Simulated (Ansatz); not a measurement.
**FH5OSi2: molecular dynamics**

Purpose: to follow the molecule's vibrations and see whether its bonds hold. The start is relaxed first. Runs: 40 steps of 2 fs under a Nosé-Hoover thermostat at 2000 K. SMILES of the start: F[SiH2]O[SiH3].

Method: RKS PBE-D4/def2-SVP, in Ansatz 0.2.0.

## Step 1: The starting structure

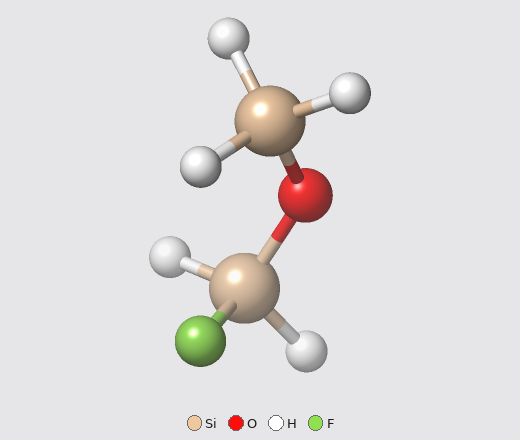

Start, viewed from a free direction; silicon light orange, oxygen red, hydrogen white, fluorine green.

Structure file:

```xyz
9

Si    0.0000    0.0000    0.0000
O     0.0000    0.0000    1.6800
Si   -1.3147   -0.4067    2.6436
H    -2.2390   -1.2403    1.8804
H    -0.8506   -1.1432    3.8157
H    -1.9987    0.8095    3.0733
H     1.3768    0.0000   -0.4862
H    -0.6877    1.1914   -0.4862
F    -0.7489   -1.2974   -0.5295
```

## Step 2: Relaxing the start

Contents of input.yaml:

```yaml
crystal:
  periodic: [false, false, false]
  atoms:
    - { symbol: Si, position_ang: [0.0, 0.0, 0.0] }
    - { symbol: O, position_ang: [0.0, 0.0, 1.68] }
    - { symbol: Si, position_ang: [-1.3147, -0.4067, 2.6436] }
    - { symbol: H, position_ang: [-2.239, -1.2403, 1.8804] }
    - { symbol: H, position_ang: [-0.8506, -1.1432, 3.8157] }
    - { symbol: H, position_ang: [-1.9987, 0.8095, 3.0733] }
    - { symbol: H, position_ang: [1.3768, 0.0, -0.4862] }
    - { symbol: H, position_ang: [-0.6877, 1.1914, -0.4862] }
    - { symbol: F, position_ang: [-0.7489, -1.2974, -0.5295] }
basis:
  gaussian: { orbitals: def2-SVP }
hamiltonian:
  xc: pbe
  dispersion: d4
relax:
  f_tol: 0.02
  max_steps: 40
output:
  orbitals: {}
```

Started as:

```
> ansatz run input.yaml --threads 1 --pin off --max-ram 2048MiB --backend cpu --events-out ev --progress --plain --runs-dir out
```

Output (excerpt; [...] marks lines left out):

```text
Warning: RAYON_NUM_THREADS=1 ignored (pool sized by the plan → 1); use --threads N
[...]
Functional definition: PBE
[...]
973 factors; their error is unknown
[...]
mean field -20581.72227323 eV, -756.3643427489 hartree, gradient 2.9e-5 eV, S^2 0.000000; 0 other end points of the search recorded, 0 dependent functions left out
[...]
reference -20581.72230940 eV, -756.3643440781 hartree; 25, 25 occupied and 64, 64 virtual orbitals, 973 factors
relax step   1: F+E_penalty+E_count = -20581.89705267 eV  Δ(F+E_penalty+E_count) = +0.000e0 eV  max|allowed force component| = 1.345e0 eV/Å  Δτ_max = 0.0000 Å  (25 SCF iters, accepted)
[...]
relax step   4: F+E_penalty+E_count = -20582.08067414 eV  Δ(F+E_penalty+E_count) = -1.983e-2 eV  max|allowed force component| = 2.017e-1 eV/Å  Δτ_max = 0.1130 Å  (26 SCF iters, accepted)
[...]
relax step   7: F+E_penalty+E_count = -20582.09059868 eV  Δ(F+E_penalty+E_count) = -5.601e-4 eV  max|allowed force component| = 5.118e-2 eV/Å  Δτ_max = 0.0626 Å  (27 SCF iters, accepted)
[...]
relax step  10: F+E_penalty+E_count = -20582.09210179 eV  Δ(F+E_penalty+E_count) = -6.495e-4 eV  max|allowed force component| = 7.232e-2 eV/Å  Δτ_max = 0.0578 Å  (27 SCF iters, accepted)
[...]
relax step  11: F+E_penalty+E_count = -20582.09253159 eV  Δ(F+E_penalty+E_count) = -4.298e-4 eV  max|allowed force component| = 9.708e-2 eV/Å  Δτ_max = 0.0424 Å  (28 SCF iters, accepted)
[...]
relax step  12: F+E_penalty+E_count = -20582.09287267 eV  Δ(F+E_penalty+E_count) = -3.411e-4 eV  max|allowed force component| = 8.438e-2 eV/Å  Δτ_max = 0.0352 Å  (28 SCF iters, accepted)
[...]
973 factors; their error is unknown
[...]
mean field -20581.92418666 eV, -756.3717629306 hartree, gradient 1.7e-5 eV, S^2 0.000000; 0 other end points of the search recorded, 0 dependent functions left out
[...]
reference -20581.92422401 eV, -756.3717643032 hartree; 25, 25 occupied and 64, 64 virtual orbitals, 973 factors
```

## Step 3: The output, continued: start relaxed

The log, continued (excerpt; [...] marks lines left out):

```text
relax step  13: F+E_penalty+E_count = -20582.09342819 eV  Δ(F+E_penalty+E_count) = -5.555e-4 eV  max|allowed force component| = 7.928e-2 eV/Å  Δτ_max = 0.0272 Å  (27 SCF iters, accepted)
[...]
relax step  15: F+E_penalty+E_count = -20582.09479721 eV  Δ(F+E_penalty+E_count) = -3.307e-4 eV  max|allowed force component| = 1.312e-1 eV/Å  Δτ_max = 0.0694 Å  (28 SCF iters, accepted)
[...]
relax step  17: F+E_penalty+E_count = -20582.09677771 eV  Δ(F+E_penalty+E_count) = -1.152e-3 eV  max|allowed force component| = 1.633e-2 eV/Å  Δτ_max = 0.0301 Å  (29 SCF iters, accepted)
[...]
relax step  19: F+E_penalty+E_count = -20582.09716614 eV  Δ(F+E_penalty+E_count) = +1.644e-4 eV  max|allowed force component| = 6.432e-2 eV/Å  Δτ_max = 0.1007 Å  (28 SCF iters, rejected (line search))
[...]
Total energy: -20582.09798996 eV, -756.3781500839 hartree
Atom 0 at     0.051332     0.025202    -0.074378 Å, force    -0.015813    -0.001335    -0.016449 eV/Å
Atom 1 at    -0.242853    -0.469044     1.478453 Å, force     0.011232    -0.002577    -0.001727 eV/Å
Atom 2 at    -1.391711    -0.495404     2.703955 Å, force    -0.014878     0.000136     0.013555 eV/Å
Atom 3 at    -2.310868    -1.670887     2.522567 Å, force     0.010819     0.012236     0.000801 eV/Å
Atom 4 at    -0.665897    -0.616322     4.012039 Å, force    -0.007170     0.001846    -0.015032 eV/Å
Atom 5 at    -2.198157     0.777087     2.687723 Å, force     0.007086    -0.011612    -0.001884 eV/Å
Atom 6 at     1.500743    -0.197222    -0.362816 Å, force    -0.008893    -0.000110     0.002066 eV/Å
Atom 7 at    -0.384906     1.448167    -0.263283 Å, force     0.004230    -0.012674     0.003536 eV/Å
Atom 8 at    -0.820482    -0.888277    -1.113159 Å, force     0.013387     0.014090     0.015135 eV/Å
Dipole moment:     0.026032     0.167734     0.185820 e Å
```

Run time: 99 s. Hardware: 1 thread of Arm Neoverse N1, shared host; peak memory 0.12 GiB.

Relaxation path:

| step | energy from step 1 (eV) | largest force component (eV/Å) |
| --- | --- | --- |
| 1 | 0.0000 | 1.3449 |
| 2 | -0.1254 | 0.7552 |
| 3 | -0.1638 | 0.2613 |
| 4 | -0.1836 | 0.2017 |
| 5 | -0.1914 | 0.1020 |
| 6 | -0.1930 | 0.0140 |
| 7 | -0.1935 | 0.0512 |
| 8 | -0.1939 | 0.0572 |
| 9 | -0.1944 | 0.0567 |
| 10 | -0.1950 | 0.0723 |
| 11 | -0.1955 | 0.0971 |
| 12 | -0.1958 | 0.0844 |
| 13 | -0.1964 | 0.0793 |
| 14 | -0.1974 | 0.1106 |
| 15 | -0.1977 | 0.1312 |
| 16 | -0.1986 | 0.0997 |
| 17 | -0.1997 | 0.0163 |
| 18 | -0.2003 | 0.0162 |
| 19x | -0.2001 | 0.0643 |
| 20 | -0.2007 | 0.0225 |
| 21 | -0.2008 | 0.0315 |
| 22 | -0.2009 | 0.0164 |

Step 1 is the start. 1 step was tried and not accepted (marked x).

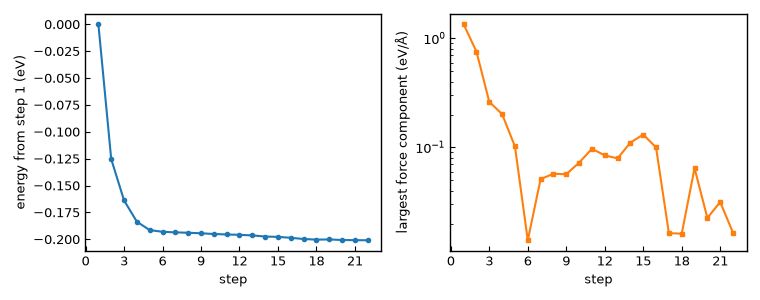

How energy and force went from step to step.

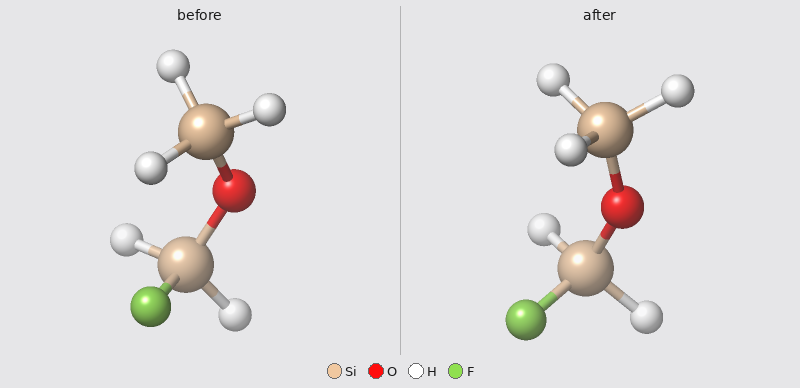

The structure before (left) and after (right), drawn at the same scale.

After: Bond lengths: Si1–O2 1.656 Å, O2–Si3 1.680 Å, Si3–H4 1.503 Å, Si3–H5 1.501 Å, Si3–H6 1.507 Å, Si1–H7 1.494 Å, Si1–H8 1.500 Å, Si1–F9 1.635 Å. Angles: Si1–O2–Si3 144.1°, O2–Si1–H7 108.0°, O2–Si1–H8 110.5°, O2–Si1–F9 109.5°, H7–Si1–H8 113.5°, H7–Si1–F9 108.1°, H8–Si1–F9 107.1°, O2–Si3–H4 110.0°, O2–Si3–H5 107.8°, O2–Si3–H6 110.2°, H4–Si3–H5 109.7°, H4–Si3–H6 109.4°, H5–Si3–H6 109.7°.

## Step 4: The run

40 steps of 2 fs under a Nosé-Hoover thermostat at 2000 K, from the relaxed start.

Contents of input.yaml:

```yaml
crystal:
  periodic: [false, false, false]
  atoms:
    - { symbol: Si, position_ang: [0.051332, 0.025202, -0.074378] }
    - { symbol: O, position_ang: [-0.242853, -0.469044, 1.478453] }
    - { symbol: Si, position_ang: [-1.391711, -0.495404, 2.703955] }
    - { symbol: H, position_ang: [-2.310868, -1.670887, 2.522567] }
    - { symbol: H, position_ang: [-0.665897, -0.616322, 4.012039] }
    - { symbol: H, position_ang: [-2.198157, 0.777087, 2.687723] }
    - { symbol: H, position_ang: [1.500743, -0.197222, -0.362816] }
    - { symbol: H, position_ang: [-0.384906, 1.448167, -0.263283] }
    - { symbol: F, position_ang: [-0.820482, -0.888277, -1.113159] }
basis:
  gaussian: { orbitals: def2-SVP }
hamiltonian:
  xc: pbe
  dispersion: d4
md:
  timestep: 2.0
  n_steps: 40
  ensemble: nvt_nose_hoover
  temperature: 2000.0
  initial_velocities: maxwell_boltzmann
  seed: 653368
```

Started as:

```
> ansatz run input.yaml --threads 1 --pin off --max-ram 2048MiB --backend cpu --events-out ev --progress --plain --runs-dir out
```

Output (excerpt; [...] marks lines left out):

```text
Warning: RAYON_NUM_THREADS=1 ignored (pool sized by the plan → 1); use --threads N
[...]
[... 1 set-up line as earlier in the session ...]
[...]
973 factors; their error is unknown
[...]
mean field -20581.92882464 eV, -756.3719333732 hartree, gradient 3.8e-5 eV, S^2 0.000000; 0 other end points of the search recorded, 0 dependent functions left out
[...]
reference -20581.92886212 eV, -756.3719347504 hartree; 25, 25 occupied and 64, 64 virtual orbitals, 973 factors
md step     0: t =     0.00 fs  T =  2000.0 K  F+E_penalty+E_count = -20582.09794093 eV  E_kin = 1.809640 eV  conserved = -20580.28830095 eV  (25 SCF iters)
[...]
md step    10: t =    20.00 fs  T =   843.4 K  F+E_penalty+E_count = -20580.84677769 eV  E_kin = 0.763140 eV  conserved = -20580.10175374 eV  (27 SCF iters, 7 dispersion substeps)
[...]
Total energy: -20581.20417278 eV, -756.3453029085 hartree
Atom 0 at     0.171613    -0.167629    -0.083582 Å, force    -0.901567     3.850883     2.498858 eV/Å
Atom 1 at    -0.112903    -0.001967     1.590037 Å, force    -0.945944    -0.537755    -0.741082 eV/Å
Atom 2 at    -1.398242    -0.669473     2.510851 Å, force    -0.868940     2.670051     0.371083 eV/Å
Atom 3 at    -0.756343    -1.697534     3.338492 Å, force    -0.138336    -0.669639     0.261144 eV/Å
Atom 4 at    -2.102873     0.477399     3.461174 Å, force     1.090786    -1.129802    -0.746877 eV/Å
Atom 5 at    -2.641799    -0.900959     1.656419 Å, force     0.546810    -0.613829     0.030850 eV/Å
Atom 6 at     1.190365    -1.002119    -0.230936 Å, force     3.089063    -3.199106    -0.626096 eV/Å
Atom 7 at     0.703402     1.163575    -0.531284 Å, force    -0.457032     0.103213    -0.197454 eV/Å
Atom 8 at    -1.122044    -0.649010    -0.860181 Å, force    -1.414840    -0.474017    -0.850426 eV/Å
Dipole moment:     0.056968    -0.189917    -0.036872 e Å
```

It took 2.7 min on 1 thread of Arm Neoverse N1, shared host; peak memory 0.12 GiB.

## Step 5: The trajectory

The trajectory, every 2 steps (energies from step 0):

| time (fs) | T (K) | potential energy change (meV/atom) | conserved energy change (meV/atom) |
| --- | --- | --- | --- |
| 0.0 | 2000 | 0.0 | 0.00 |
| 4.0 | 859 | 131.0 | 16.20 |
| 8.0 | 885 | 128.3 | 15.94 |
| 12.0 | 719 | 141.4 | 12.04 |
| 16.0 | 1884 | 15.2 | 2.39 |
| 20.0 | 843 | 139.0 | 20.73 |
| 24.0 | 1031 | 117.7 | 17.52 |
| 28.0 | 662 | 149.0 | 10.79 |
| 32.0 | 1720 | 38.6 | 5.56 |
| 36.0 | 1086 | 120.8 | 22.31 |
| 40.0 | 1179 | 112.5 | 21.69 |
| 44.0 | 853 | 136.3 | 11.02 |
| 48.0 | 1664 | 55.8 | 10.34 |
| 52.0 | 847 | 165.0 | 34.87 |
| 56.0 | 1369 | 106.1 | 26.03 |
| 60.0 | 1374 | 96.2 | 13.48 |
| 64.0 | 1500 | 81.4 | 8.80 |
| 68.0 | 784 | 183.9 | 36.23 |
| 72.0 | 1261 | 129.9 | 27.24 |
| 76.0 | 1611 | 87.8 | 16.29 |
| 80.0 | 1469 | 99.3 | 9.85 |

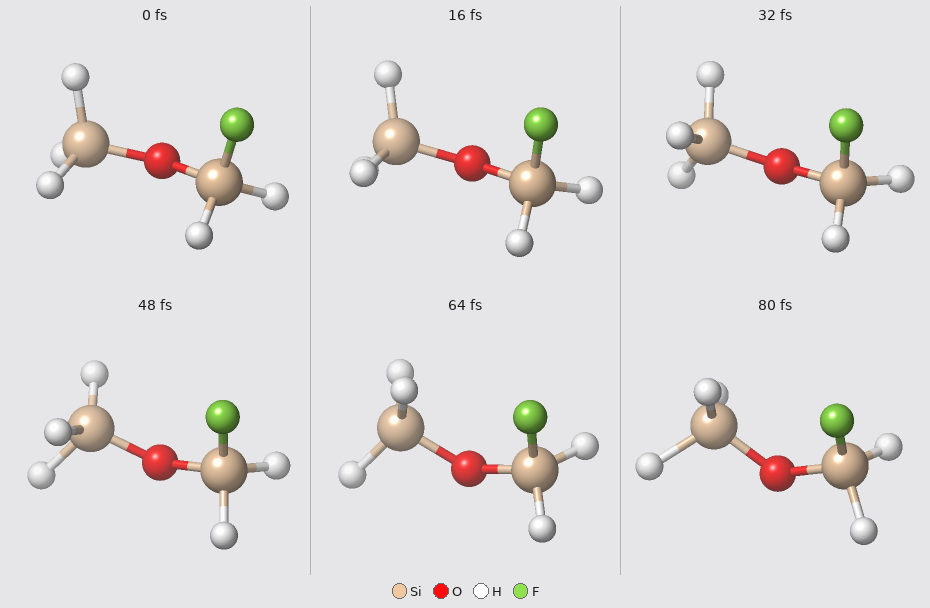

Six frames of the run, seen from a chosen angle. Sticks join atoms within a bonding distance in each frame.

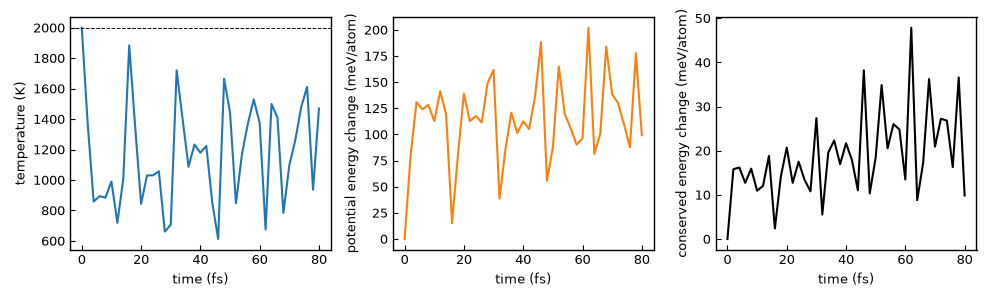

Traces against time; each panel has its own scale. The dashed line is the set temperature.

## Step 6: Positions and forces

Positions (Å) and forces (eV/Å):

```xyz
9
time_fs=10.0 T=990 dE=1.0155
Si    0.082    0.018   -0.107    1.885    0.684    1.130
O    -0.224   -0.429    1.466   -0.664   -0.384    0.621
Si   -1.419   -0.534    2.673    1.201    0.767    2.636
H    -2.114   -1.930    2.806    0.354    0.996   -0.416
H    -0.818   -0.133    4.316   -0.312   -1.026   -2.221
H    -2.179    0.768    2.728   -0.588   -0.373   -0.694
H     1.596   -0.158   -0.353   -0.783   -0.456   -0.071
H    -0.049    1.500   -0.233   -0.653    0.071   -0.246
F    -0.868   -0.871   -1.044   -0.439   -0.279   -0.739
9
time_fs=20.0 T=843 dE=1.2512
Si    0.133    0.034   -0.100    1.282   -1.819   -0.116
O    -0.233   -0.405    1.478    0.439    0.415   -0.584
Si   -1.419   -0.535    2.681   -2.232   -0.058   -5.026
H    -1.925   -1.911    2.750   -0.315   -0.636   -0.060
H    -0.786   -0.300    3.808    2.049    1.231    4.288
H    -2.592    0.402    2.235    0.632   -0.424    0.606
H     1.828   -0.576   -0.523   -2.656    1.125    0.710
H    -0.155    1.498   -0.385    0.250   -0.347    0.099
F    -0.931   -0.863   -1.004    0.549    0.512    0.084
9
time_fs=30.0 T=705 dE=1.4548
Si    0.175    0.005   -0.086   -8.000    1.700    1.082
O    -0.227   -0.362    1.474    0.392    0.520    0.226
Si   -1.425   -0.536    2.641    1.566   -0.896    0.875
H    -1.791   -1.994    2.668    0.287   -0.203    0.399
H    -0.576   -0.145    4.050   -1.585   -0.157   -1.605
H    -2.742   -0.100    2.106   -0.195    1.038    0.341
H     1.274   -0.503   -0.408    6.670   -2.640   -1.632
H    -0.140    1.405   -0.483    0.359    0.356    0.212
F    -0.972   -0.832   -0.963    0.505    0.282    0.101
9
time_fs=40.0 T=1179 dE=1.0128
Si    0.139   -0.037   -0.083    3.774    0.165   -0.833
O    -0.198   -0.289    1.482   -0.239    0.021    1.007
Si   -1.414   -0.576    2.589    0.017    0.393    2.679
H    -1.426   -2.118    2.870   -0.140    1.024   -0.176
H    -1.150    0.309    4.011    0.099   -1.267   -1.661
H    -2.765    0.041    2.315    0.064   -0.343   -0.590
H     1.784   -0.674   -0.442   -2.559    0.770    0.505
H     0.182    1.439   -0.395   -0.229   -0.233   -0.039
F    -0.992   -0.790   -0.921   -0.787   -0.530   -0.892
9
time_fs=50.0 T=1444 dE=0.7874
Si    0.157   -0.061   -0.091    2.754   -0.447    0.738
O    -0.177   -0.210    1.534    0.306   -0.003   -0.789
Si   -1.412   -0.606    2.574   -0.788    0.115   -1.561
H    -1.208   -1.974    3.036   -0.322   -0.864    0.006
H    -1.349    0.246    3.653    0.592    1.586    2.536
H    -2.752   -0.039    2.096    0.119   -0.889   -0.387
H     1.661   -0.832   -0.348   -2.116    0.875    0.149
H     0.328    1.416   -0.362   -0.287   -0.283   -0.265
F    -1.042   -0.766   -0.916   -0.259   -0.091   -0.428
9
time_fs=60.0 T=1374 dE=0.8657
Si    0.203   -0.081   -0.074   -2.988    0.089   -0.243
O    -0.144   -0.133    1.559   -0.027   -0.168   -0.113
Si   -1.425   -0.618    2.562    0.618    1.224    1.286
H    -1.281   -2.019    3.076    0.268   -0.044    0.146
H    -1.244    0.473    3.994   -0.665   -1.514   -2.157
H    -2.630   -0.738    1.642   -0.081    0.533    0.498
H     1.295   -0.925   -0.371    1.517   -0.836   -0.281
H     0.234    1.323   -0.555    0.299    0.225    0.058
F    -1.102   -0.746   -0.928    1.059    0.490    0.806
9
time_fs=70.0 T=1096 dE=1.2469
Si    0.184   -0.105   -0.065    1.316   -2.332   -1.454
O    -0.111   -0.061    1.570   -0.628   -0.190    0.268
Si   -1.424   -0.626    2.552    1.095   -2.213   -0.978
H    -1.158   -2.045    3.189    0.262    1.038   -0.202
H    -1.634    0.316    3.634   -0.348    0.734    0.435
H    -2.487   -1.085    1.595   -0.361    0.664    0.098
H     1.541   -1.391   -0.533   -1.986    2.166    0.906
H     0.382    1.261   -0.668    0.226   -0.114    0.336
F    -1.118   -0.703   -0.907    0.425    0.247    0.593
9
time_fs=80.0 T=1469 dE=0.8938
Si    0.172   -0.168   -0.084   -0.902    3.851    2.499
O    -0.113   -0.002    1.590   -0.946   -0.538   -0.741
Si   -1.398   -0.669    2.511   -0.869    2.670    0.371
H    -0.756   -1.698    3.338   -0.138   -0.670    0.261
H    -2.103    0.477    3.461    1.091   -1.130   -0.747
H    -2.642   -0.901    1.656    0.547   -0.614    0.031
H     1.190   -1.002   -0.231    3.089   -3.199   -0.626
H     0.703    1.164   -0.531   -0.457    0.103   -0.198
F    -1.122   -0.649   -0.860   -1.415   -0.474   -0.850
```

## Step 7: What came out

```
                              quantity                            value
               relaxation of the start         20 moves, 0.201 eV lower
                                length                 40 steps of 2 fs
      temperature, first and last step                  2000 and 1469 K
              temperature, second half  mean 1213 K, from 612 to 1664 K
         potential energy, second half     +123 meV/atom from the start
largest change of the conserved energy                   47.86 meV/atom
                bonds formed or broken                                0
```

**Reading.** Against a set 2000 K the second half averages 1213 K with a spread of 310 K; 123 meV/atom has gone into potential energy, and a thermostat that acts over some 100 fs has not made it up in 80 fs. The conserved energy strays from its start by at most 47.86 meV/atom, 40 % of the mean kinetic energy, which is poor: the step of 2 fs is too long for the fastest motion. No bond forms or breaks. Averages from a run of 80 fs with 9 atoms are rough. The nuclei move classically, without zero-point motion, which matters most for hydrogen.
